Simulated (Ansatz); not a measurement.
# Calculations on H3O

**1. Relaxation**

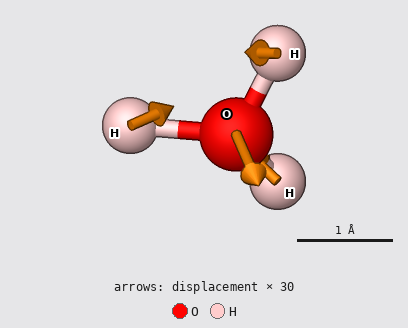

A constrained relaxation of H3O (charge +1). The starting structure is drawn; orange arrows show the displacements, 30 times their true length. The two geometries are superimposed by the best rigid fit.

The picture is a ball-and-stick view, seen at a tilt.

Method: RKS PBE0-D4/def2-TZVP in Ansatz.

Input
```yaml
crystal:
  periodic: [false, false, false]
  atoms:
    - {symbol: O, position_ang: [0.181237, -0.056518, -0.052515]}
    - {symbol: H, position_ang: [0.219348, 0.918602, 0.014998]}
    - {symbol: H, position_ang: [-0.408734, -0.368387, -0.767736]}
    - {symbol: H, position_ang: [-0.018182, -0.560201, 0.935749]}
basis:
  gaussian: {orbitals: def2-TZVP}
total_charge: 1
hamiltonian: {xc: pbe0, dispersion: d4}
relax: {f_tol: 0.005, max_steps: 200, constraints: [{distance: [0, 3]}]}
```

Which element moves most?

Answer. Oxygen: up to 0.033 Å, against 0.020 Å for hydrogen.

What did the optimiser do to the structure, and how much energy did it gain?

Answer. The largest move after the best rigid fit is that of O1, 0.033 Å. By element the largest moves are O 0.033 Å, H 0.020 Å. Among the angles between lasting bonds that change: H2–O1–H4 113.1° → 110.3°. The energy falls by 0.71 kJ/mol in 3 geometry steps. The largest force component goes from 0.19 to 0.0023 eV/Å.

**2. Relaxation**

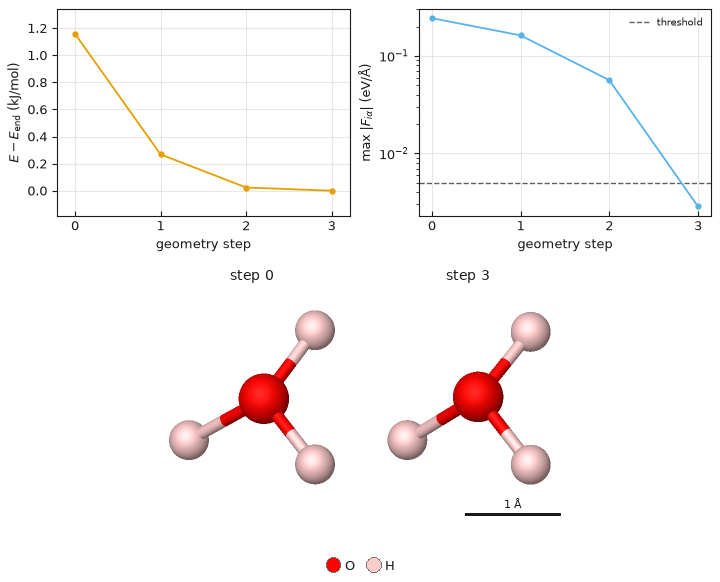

First and last geometry of a constrained relaxation of H$_{3}$O (charge +1), with the history of the run. Style: ball-and-stick. Shown at a tilt.

All numbers below come from Ansatz, RKS PBE0-D4/def2-TZVP.

The input:
```yaml
crystal:
  periodic: [false, false, false]
  atoms:
    - {symbol: O, position_ang: [0.181237, -0.056518, -0.052515]}
    - {symbol: H, position_ang: [0.219348, 0.918602, 0.014998]}
    - {symbol: H, position_ang: [-0.408734, -0.368387, -0.767736]}
    - {symbol: H, position_ang: [-0.026499, -0.581206, 0.976963]}
basis:
  gaussian: {orbitals: def2-TZVP}
total_charge: 1
hamiltonian: {xc: pbe0, dispersion: d4}
relax: {f_tol: 0.005, max_steps: 200, constraints: [{distance: [0, 3]}]}
```

Question: What do the curves and the structures tell?

Answer: It converged. The atom that moves furthest after the best rigid fit is O1 (0.042 Å). By element the largest moves are O 0.042 Å, H 0.025 Å. Bond angles that change, for instance: H2–O1–H4 113.1° → 109.6°. The energy falls by 1.16 kJ/mol in 3 geometry steps. The largest force component goes from 0.24 to 0.0029 eV/Å.

```json
{"step": "0", "E − E(0), kJ/mol": "0.00", "largest force component, eV/Å": "0.2436"}
{"step": "1", "E − E(0), kJ/mol": "-0.89", "largest force component, eV/Å": "0.1622"}
{"step": "2", "E − E(0), kJ/mol": "-1.13", "largest force component, eV/Å": "0.0564"}
{"step": "3", "E − E(0), kJ/mol": "-1.16", "largest force component, eV/Å": "0.0029"}
```

**3. Scan**

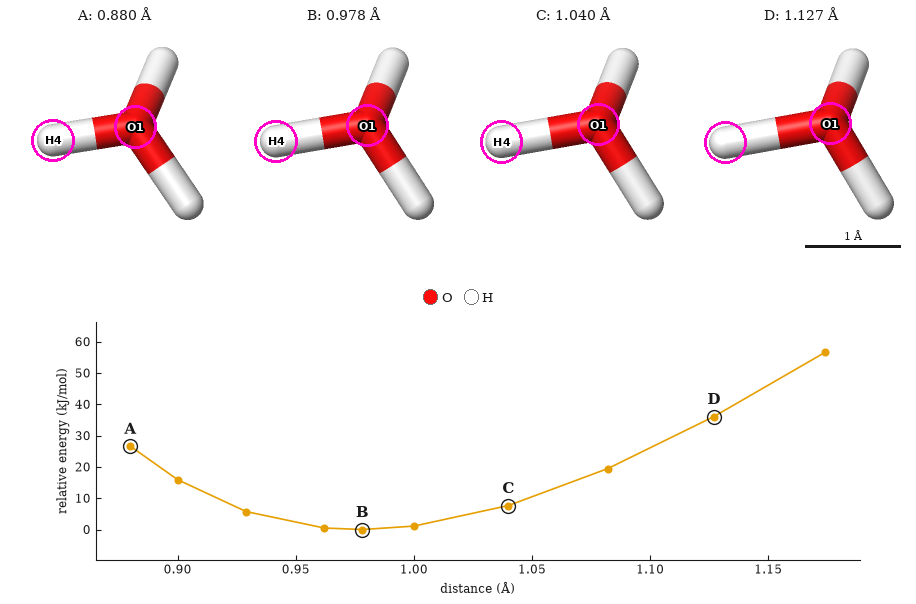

H$_{3}$O (charge +1): one O–H bond length is varied, with all other coordinates relaxed. The lettered frames are marked on the plot. The picture is a stick view, seen at a tilt. The ringed atoms are those of the scanned coordinate.

Level of theory: CCSD(T) (def2-TZVPP, Ansatz), on geometries relaxed under the constraint at PBE0-D4/def2-TZVP. Coupled cluster with a frozen core. Energies are counted from the PBE0-D4/def2-TZVP minimum geometry at the same level.

### Describe the profile.

Of the computed points the lowest is at the distance 0.978 Å, 0.0 kJ/mol. The curvature at the lowest point is about 46 eV/Å² (7.4 mdyn/Å). The well is steeper on the short side, as for any bond.

**4. Scan**

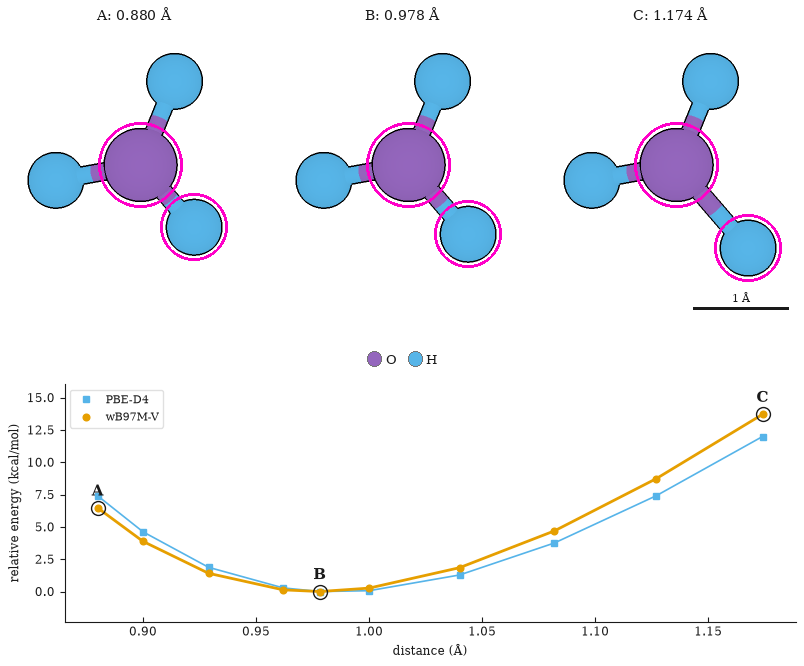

Energy scan for H3O (charge +1), in which one O–H bond length is varied, with the rest of the molecule carried along rigidly. The lettered frames are marked on the plot, at the values of wB97M-V. The picture is a ball-and-stick view, seen face on. The ringed atoms are those of the scanned coordinate.

Computed with Ansatz: wB97M-V, PBE-D4, basis def2-TZVPP, on geometries moved rigidly from the minimum at PBE0-D4/def2-TZVP. Energies are counted from the PBE0-D4/def2-TZVP minimum geometry at the same level.

What does the scan show?

With wB97M-V: of the computed points the lowest is at the distance 0.978 Å, 0.0 kcal/mol. The end points stand at 6.5 kcal/mol (0.880 Å) and 13.7 kcal/mol (1.174 Å). The curvature at the lowest point is about 47 eV/Å² (7.5 mdyn/Å). The well is steeper on the short side, as for any bond. At 1.174 Å the levels give PBE-D4 12.0 kcal/mol, wB97M-V 13.7 kcal/mol.
